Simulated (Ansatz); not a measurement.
# C₂H₆GaNSi: up Jacob's ladder to CCSD(T), part 2 of 2

Ansatz 0.2.0, Gaussian basis; functionals in def2-TZVPP, the program's frozen cores in correlated methods.

### Step 17. ωB97M-V (range-separated)

Contents of in.yaml:

```yaml
crystal:
  periodic: [false, false, false]
  atoms:
    - {symbol: C, position_ang: [-2.525135, 0.820972, -0.368818]}
    - {symbol: C, position_ang: [-1.327320, 0.762759, -0.214636]}
    - {symbol: Si, position_ang: [0.477714, 0.539540, 0.078310]}
    - {symbol: N, position_ang: [1.424923, 0.284442, -1.334728]}
    - {symbol: Ga, position_ang: [0.556132, -1.396917, 1.509306]}
    - {symbol: H, position_ang: [-3.579666, 0.886535, -0.510906]}
    - {symbol: H, position_ang: [0.945310, 1.805825, 0.699307]}
    - {symbol: H, position_ang: [1.541467, 1.031258, -2.002316]}
    - {symbol: H, position_ang: [1.381413, -0.607414, -1.801569]}
    - {symbol: H, position_ang: [0.747694, -2.830077, 0.880579]}
    - {symbol: H, position_ang: [0.357478, -1.296912, 3.065479]}
basis:
  gaussian: {orbitals: def2-TZVPP}
hamiltonian: {xc: {name: wB97M-V}}
output: {forces: true, orbitals: {seedname: orbitals}}
```

Run with:

```sh
$ ansatz run in.yaml --threads 4 --pin off --events-out ev --progress --plain --max-ram 10444MiB
```

The log of the run (excerpt; [...] marks lines left out):

```text
Functional definition: wB97M-V
  name "wB97M-V"
  cite "Mardirossian & Head-Gordon, J. Chem. Phys. 144, 214110 (2016) doi:10.1063/1.4952647"
  cite "Becke, J. Chem. Phys. 107, 8554 (1997) doi:10.1063/1.475007"
  cite "Vydrov & Van Voorhis, J. Chem. Phys. 133, 244103 (2010) doi:10.1063/1.3521275"
  # Of w^i u^j: cxij and so on, Table III.
[...]
  gx(w, u) = 1 - cx + cx01*u + cx10*w
[...]
Atom 7 at     1.541467     1.031258    -2.002316 Å, force     0.003806    -0.034163     0.008122 eV/Å
Atom 8 at     1.381413    -0.607414    -1.801569 Å, force     0.013174     0.025193    -0.000698 eV/Å
Atom 9 at     0.747694    -2.830077     0.880579 Å, force    -0.015556     0.115939     0.057636 eV/Å
Atom 10 at     0.357478    -1.296912     3.065479 Å, force     0.016067    -0.014626    -0.131933 eV/Å
Dipole moment:    -0.041858     0.000224    -0.283295 e Å
```

Wall time 13 s (4 threads of Arm Neoverse V2, shared host); peak memory 1.1 GiB.

With the free atoms at this level, -63873.479 eV in sum, the atomisation energy is 907.6 kcal/mol. HOMO -9.16 eV, LUMO -0.21 eV.

### Step 18. B2PLYP (double hybrid)

in.yaml: that of step 17 with these lines changed.

```diff
@@ -16,3 +16,2 @@
   gaussian: {orbitals: def2-TZVPP}
-hamiltonian: {xc: {name: wB97M-V}}
-output: {forces: true, orbitals: {seedname: orbitals}}
+hamiltonian: {xc: {name: B2PLYP}}
```

Same command.

The log of the run (excerpt; [...] marks lines left out):

```text
Functional definition: B2PLYP
  name "B2PLYP"
  cite "Grimme, J. Chem. Phys. 124, 034108 (2006) doi:10.1063/1.2148954"
  cite "Becke, Phys. Rev. A 38, 3098 (1988) doi:10.1103/PhysRevA.38.3098"
  cite "Lee, Yang & Parr, Phys. Rev. B 37, 785 (1988) doi:10.1103/PhysRevB.37.785"
[...]
1601 factors; integrals over basis functions are off by at most 1.3e-3 eV
[...]
mean field -63893.75439120 eV, -2348.0521651345 hartree, gradient 8.8e-6 eV, S^2 0.000000; 0 other end points of the search recorded, 0 dependent functions left out
17 core orbitals not correlated: weight in the atoms' cores, before any rotation towards them, 1.000 or more for the frozen orbitals, at most 0.000 for the correlated occupied ones
reference -63893.75459154 eV, -2348.0521724968 hartree; 18, 18 occupied and 232, 232 virtual orbitals, 1601 factors
second order -28.99052820 eV of doubles, -0.00000000 eV of singles
Total energy: -63901.58203416 eV, -2348.3398257072 hartree
```

Run time: 6.5 s. Hardware: 4 threads of Arm Neoverse V2, shared host; peak memory 0.73 GiB.

Atomisation energy: 896.8 kcal/mol (free atoms -63862.692 eV, run apart).

### Step 19. PBE-QIDH (double hybrid)

in.yaml: that of step 18 with these lines changed.

```diff
@@ -16,2 +16,2 @@
   gaussian: {orbitals: def2-TZVPP}
-hamiltonian: {xc: {name: B2PLYP}}
+hamiltonian: {xc: {name: PBE-QIDH}}
```

The command is unchanged.

The log of the run (excerpt; [...] marks lines left out):

```text
Functional definition: PBE-QIDH
  name "PBE-QIDH"
  cite "Brémond, Sancho-García, Pérez-Jiménez & Adamo, J. Chem. Phys. 141, 031101 (2014) doi:10.1063/1.4890314"
  cite "Perdew, Burke & Ernzerhof, Phys. Rev. Lett. 77, 3865 (1996) doi:10.1103/PhysRevLett.77.3865"
[...]
1601 factors; integrals over basis functions are off by at most 1.3e-3 eV
[...]
mean field -63882.16494064 eV, -2347.6262606819 hartree, gradient 4.9e-6 eV, S^2 0.000000; 0 other end points of the search recorded, 0 dependent functions left out
17 core orbitals not correlated: weight in the atoms' cores, before any rotation towards them, 1.000 or more for the frozen orbitals, at most 0.000 for the correlated occupied ones
reference -63882.16495606 eV, -2347.6262612485 hartree; 18, 18 occupied and 232, 232 virtual orbitals, 1601 factors
second order -26.72330131 eV of doubles, -0.00000000 eV of singles
Total energy: -63891.07272316 eV, -2347.9536156517 hartree
```

Wall time 6.5 s (4 threads of Arm Neoverse V2, shared host); peak memory 0.73 GiB.

Atomisation energy: 899.9 kcal/mol (free atoms -63852.051 eV, run apart).

### Step 20. Orbital energies across the functionals

Dipoles come from the runs that computed forces. Levels, from each run's orbital file:

```tsv
functional	HOMO (eV)	LUMO (eV)	gap (eV)	dipole (D)
LDA (SPW92)	-6.15	-3.03	3.12	
PBE-D4	-6.03	-2.75	3.27	1.39
revPBE-D4	-5.97	-2.63	3.34	
BLYP-D4	-5.89	-2.67	3.22	
r2SCAN-D4	-6.27	-2.54	3.73	1.42
B97M-V	-6.34	-2.72	3.63	
PBE0-D4	-7.13	-1.95	5.18	
B3LYP-D4	-6.94	-2.20	4.74	1.37
r2SCANh-D4	-6.68	-2.25	4.43	
r2SCAN0-D4	-7.29	-1.84	5.45	
HSE06-D4	-6.74	-2.32	4.42	
BHLYP-D4	-8.11	-1.16	6.95	
CAM-B3LYP-D4	-8.39	-1.02	7.37	
LC-ωPBE	-9.68	0.15	9.83	
ωB97X-V	-9.35	0.00	9.34	
ωB97M-V	-9.16	-0.21	8.95	1.38
```

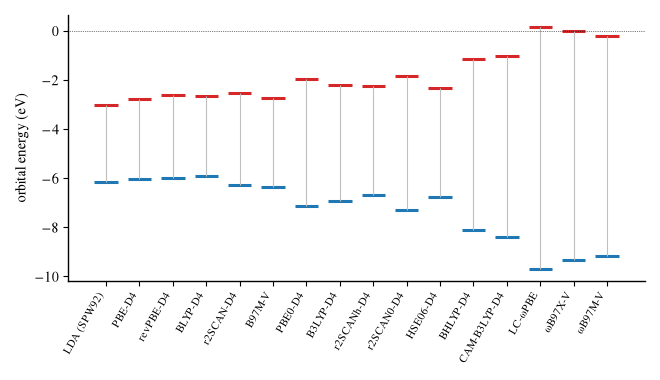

Highest occupied (blue) and lowest empty (red) level by functional.

### Step 21. CCSD(T) in def2-SVP

in.yaml: that of step 19 with these lines changed.

```diff
@@ -15,3 +15,3 @@
 basis:
-  gaussian: {orbitals: def2-TZVPP}
-hamiltonian: {xc: {name: PBE-QIDH}}
+  gaussian: {orbitals: def2-SVP}
+correlation: {method: ccsd_t}
```

The command is unchanged.

The log of the run (excerpt; [...] marks lines left out):

```text
Functional definition: HF
  name "HF"
  cite "Fock, Z. Phys. 61, 126 (1930) doi:10.1007/BF01340294"
  parent pbe
[...]
1234 factors; integrals over basis functions are off by at most 1.5e-3 eV
[...]
mean field -63820.93602822 eV, -2345.3761396528 hartree, gradient 2.9e-6 eV, S^2 0.000000; 0 other end points of the search recorded, 0 dependent functions left out
17 core orbitals not correlated: weight in the atoms' cores, before any rotation towards them, 1.000 or more for the frozen orbitals, at most 0.000 for the correlated occupied ones
reference -63820.93602822 eV, -2345.3761396528 hartree; 18, 18 occupied and 87, 87 virtual orbitals, 1234 factors
second order -19.76053063 eV of doubles, -0.00000000 eV of singles
cycle   1  -19.89541941 eV  change   -1.3e-1 eV  update   1.2e-1
[...]
cycle   9  -20.75140772 eV  change   -2.2e-5 eV  update   2.7e-5
perturbative correction -0.74372373 eV, -0.0273313431 hartree
Total energy: -63842.43115966 eV, -2346.1660711636 hartree
```

Run time: 8.5 s. Hardware: 4 threads of Arm Neoverse V2, shared host; peak memory 0.64 GiB.

### Step 22. CCSD(T) in def2-TZVPP

in.yaml: that of step 21 with these lines changed.

```diff
@@ -15,3 +15,4 @@
 basis:
-  gaussian: {orbitals: def2-SVP}
+  gaussian: {orbitals: def2-TZVPP}
 correlation: {method: ccsd_t}
+output: {orbitals: {seedname: orbitals}}
```

Same command.

The log of the run (excerpt; [...] marks lines left out):

```text
Functional definition: HF
  name "HF"
  cite "Fock, Z. Phys. 61, 126 (1930) doi:10.1007/BF01340294"
  parent pbe
[...]
1601 factors; integrals over basis functions are off by at most 1.3e-3 eV
[...]
mean field -63834.85797156 eV, -2345.8877616341 hartree, gradient 5.7e-6 eV, S^2 0.000000; 0 other end points of the search recorded, 0 dependent functions left out
17 core orbitals not correlated: weight in the atoms' cores, before any rotation towards them, 1.000 or more for the frozen orbitals, at most 0.000 for the correlated occupied ones
reference -63834.85797156 eV, -2345.8877616341 hartree; 18, 18 occupied and 232, 232 virtual orbitals, 1601 factors
second order -23.48216391 eV of doubles, -0.00000000 eV of singles
cycle   1  -23.44900615 eV  change    3.3e-2 eV  update   1.3e-1
[...]
cycle   9  -24.37388588 eV  change   -3.5e-5 eV  update   2.9e-5
perturbative correction -1.10373479 eV, -0.0405615053 hartree
Total energy: -63860.33559223 eV, -2346.8240469243 hartree
```

Run time: 3.9 min. Hardware: 4 threads of Arm Neoverse V2, shared host; peak memory 6.5 GiB.

### Step 23. MP2 in def2-QZVPP

in.yaml: that of step 22 with these lines changed.

```diff
@@ -15,4 +15,3 @@
 basis:
-  gaussian: {orbitals: def2-TZVPP}
-correlation: {method: ccsd_t}
-output: {orbitals: {seedname: orbitals}}
+  gaussian: {orbitals: "def2-QZVPP.json"}
+correlation: {method: mp2}
```

Same command.

The log of the run (excerpt; [...] marks lines left out):

```text
Functional definition: HF
  name "HF"
  cite "Fock, Z. Phys. 61, 126 (1930) doi:10.1007/BF01340294"
  parent pbe
[...]
3090 factors; integrals over basis functions are off by at most 1.1e-3 eV
[...]
mean field -63836.36527564 eV, -2345.9431540374 hartree, gradient 5.3e-6 eV, S^2 0.000000; 0 other end points of the search recorded, 0 dependent functions left out
17 core orbitals not correlated: weight in the atoms' cores, before any rotation towards them, 1.000 or more for the frozen orbitals, at most 0.000 for the correlated occupied ones
reference -63836.36527564 eV, -2345.9431540374 hartree; 18, 18 occupied and 475, 475 virtual orbitals, 3090 factors
second order -31.40848638 eV of doubles, -0.00000000 eV of singles
Total energy: -63867.77376202 eV, -2347.0973946223 hartree
```

Run time: 28 s. Hardware: 4 threads of Arm Neoverse V2, shared host; peak memory 3.3 GiB.

Energy pieces by basis (eV):

```tsv
basis	HF	MP2 correlation	CCSD correlation	(T)	total
def2-SVP	-63820.9360	-19.7605	-20.7514	-0.7437	-63842.4312
def2-TZVPP	-63834.8580	-23.4822	-24.3739	-1.1037	-63860.3356
def2-QZVPP	-63836.3653	-31.4085			-63867.7738 (MP2)
```

The report of the def2-TZVPP run gives T1 = 0.0130.

### Step 24. The basis-set limit

This step is arithmetic on the last runs, with X = 3 and 4: exp(−7.88√X) for Hartree-Fock, X^−2.97 for correlation; only MP2 was run in the larger set, so CCSD(T) minus MP2 is added from the smaller one.

```tsv
level	energy at the limit (eV)
HF	-63836.5729
MP2	-63873.8527
CCSD	-63874.7444
CCSD(T)	-63875.8482
```

This is no true limit for total energies: MP2 correlation changes by a factor of 1.34 from triple to quadruple zeta (about 1.07 in light molecules), because outer-core shells are correlated in sets not made for them. Much of that cancels between molecule and atoms or ions.

### Step 25. RPA on PBE orbitals

in.yaml: that of step 23 with these lines changed.

```diff
@@ -15,3 +15,4 @@
 basis:
-  gaussian: {orbitals: "def2-QZVPP.json"}
-correlation: {method: mp2}
+  gaussian: {orbitals: def2-TZVPP}
+hamiltonian: {xc: pbe}
+correlation: {method: rpa}
```

The command is unchanged.

The log of the run (excerpt; [...] marks lines left out):

```text
Functional definition: PBE
  name "PBE"
  cite "Perdew, Burke & Ernzerhof, Phys. Rev. Lett. 77, 3865 (1996) doi:10.1103/PhysRevLett.77.3865"
  parent pbe
[...]
1601 factors; integrals over basis functions are off by at most 1.3e-3 eV
[...]
mean field -63900.97588847 eV, -2348.3175502641 hartree, gradient 9.1e-6 eV, S^2 0.000000; 0 other end points of the search recorded, 0 dependent functions left out
17 core orbitals not correlated: weight in the atoms' cores, before any rotation towards them, 1.000 or more for the frozen orbitals, at most 0.000 for the correlated occupied ones
reference -63832.84942034 eV, -2345.8139487381 hartree; 18, 18 occupied and 232, 232 virtual orbitals, 1601 factors
Total energy: -63871.30816995 eV, -2347.2272817182 hartree
```

Wall time 5.5 s (4 threads of Arm Neoverse V2, shared host); peak memory 0.67 GiB.

RPA correlation: -38.459 eV. No RPA run of the hydrogen atom was made, so RPA has no atomisation energy below.

### Step 26. Atomisation energies

Free atoms (2 C, 1 Si, 1 N, 1 Ga, 6 H) were run apart at each level; the atomisation energy is their sum less the molecule, without zero-point or spin-orbit terms.

Differences are taken before rounding.

```tsv
method	rung	atoms, summed (eV)	atomisation energy (kcal/mol)	from CCSD(T)/CBS (kcal/mol)	time
LDA (SPW92)	LDA	-63726.437	1031.7	+124.0	1.4 s
PBE-D4	GGA	-63861.309	920.9	+13.2	2.6 s
revPBE-D4	GGA	-63873.005	898.8	-8.9	2.2 s
BLYP-D4	GGA	-63879.608	904.3	-3.4	2.4 s
r2SCAN-D4	meta-GGA	-63875.391	906.5	-1.3	5.5 s
B97M-V	meta-GGA	-63866.221	910.7	+3.0	11 s
PBE0-D4	hybrid	-63864.100	904.9	-2.8	3.6 s
B3LYP-D4	hybrid	-63881.152	905.6	-2.1	6 s
r2SCANh-D4	hybrid	-63875.122	900.3	-7.4	6 s
r2SCAN0-D4	hybrid	-63874.743	891.6	-16.1	6 s
HSE06-D4	hybrid	-63863.660	905.5	-2.2	3.9 s
BHLYP-D4	hybrid	-63877.113	880.6	-27.2	3.8 s
CAM-B3LYP-D4	range-separated	-63880.134	909.0	+1.3	4.2 s
LC-ωPBE	range-separated	-63866.753	902.1	-5.6	2.9 s
ωB97X-V	range-separated	-63871.159	909.9	+2.2	9 s
ωB97M-V	range-separated	-63873.479	907.6	-0.1	13 s
B2PLYP	double hybrid	-63862.692	896.8	-10.9	6.5 s
PBE-QIDH	double hybrid	-63852.051	899.9	-7.8	6.5 s
HF/def2-TZVPP	wavefunction	-63806.915	644.4	-263.3	
MP2/def2-TZVPP	wavefunction	-63819.438	897.1	-10.6	
CCSD/def2-TZVPP	wavefunction	-63821.591	868.0	-39.7	
CCSD(T)/def2-SVP	wavefunction	-63805.745	846.0	-61.7	8.5 s
CCSD(T)/def2-TZVPP	wavefunction	-63822.032	883.3	-24.4	3.9 min
MP2/CBS	wavefunction	-63833.892	921.5	+13.8	
CCSD(T)/CBS	wavefunction	-63836.486	907.7	0	4.3 min
```

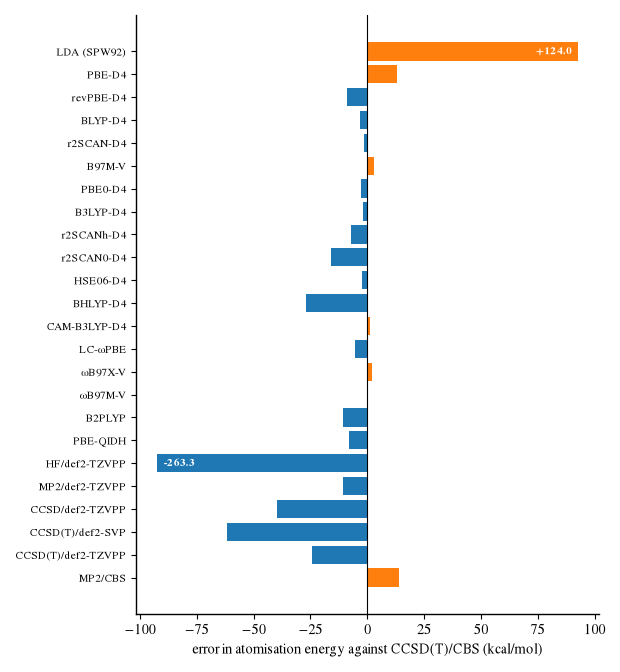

Deviations from CCSD(T)/CBS, method by method. Bars with a number in them are cut short.

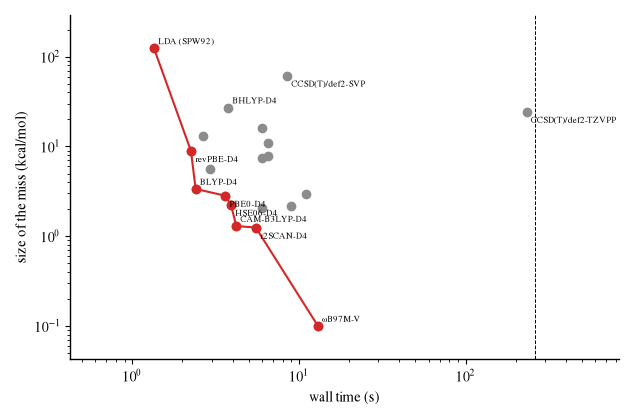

Miss against cost. Red marks the levels that no quicker level drawn beats (of those quicker than the yardstick), and the dashed line is the time of CCSD(T)/CBS. Only those levels and the largest misses are named. Misses under 0.1 kcal/mol are drawn at that value. Times are from a shared host.

LDA (SPW92), LC-ωPBE, B2PLYP, PBE-QIDH carry no dispersion term (for B3LYP, D4 adds 10.0 kcal/mol).

Times are those of the molecule's run; HF, MP2 and CCSD come out of the CCSD(T) runs, and the limit's time is the sum of the runs that it needs.

### Step 27. What came out

The summary covers parts 1 to 2.

```
                               quantity                                                                                                                              value
        atomisation energy, CCSD(T)/CBS                                                                                                                     907.7 kcal/mol
functionals within 9.1 kcal/mol (1.0 %)  revPBE-D4, BLYP-D4, r2SCAN-D4, B97M-V, PBE0-D4, B3LYP-D4, r2SCANh-D4, HSE06-D4, CAM-B3LYP-D4, LC-ωPBE, ωB97X-V, ωB97M-V, PBE-QIDH
                    farthest beyond LDA                                                                                                          BHLYP-D4 (-27.2 kcal/mol)
                mean size of error, GGA                                                                                                                       8.5 kcal/mol
           mean size of error, meta-GGA                                                                                                                       2.1 kcal/mol
             mean size of error, hybrid                                                                                                                       9.6 kcal/mol
    mean size of error, range-separated                                                                                                                       2.3 kcal/mol
      mean size of error, double hybrid                                                                                                                       9.4 kcal/mol
              gap, smallest and largest                                                                                           3.12 eV (LDA (SPW92)), 9.83 eV (LC-ωPBE)
                          T1 diagnostic                                                                                                                             0.0130
triples share of the correlation energy                                                                                                                              4.3 %
```

What this shows: LDA overbinds by 124.0 kcal/mol (14 %). PBE-D4 is off by +13.2 kcal/mol. Double hybrids carry the basis error of their MP2 part in triple zeta, and no dispersion term here, so their miss is partly the set-up's. The rungs meta-GGA, range-separated, GGA miss on average by less than the doubt on the reference (9.1 kcal/mol), so they tie. Misses under about 9.1 kcal/mol are within the doubt on the reference itself, which lacks core-valence correlation, relativity and higher excitations, and its outer-core shells are covered unevenly. Hartree-Fock recovers 71 % of the binding; the rest is correlation. CCSD(T) in def2-SVP is off by -61.7 kcal/mol, so the small basis spoils what the method gains. The gap grows from 3.1 to 9.8 eV across the functionals, mostly with the share of exact exchange. Correlated methods include outer-core shells of Ga, which these sets cover unevenly.

For cost: ωB97M-V gets within 0.1 kcal/mol in 13 s, where CCSD(T)/CBS took 4.3 min; the quickest level in the cost chart, LDA (SPW92), takes 1.4 s and misses by 124.0 kcal/mol.
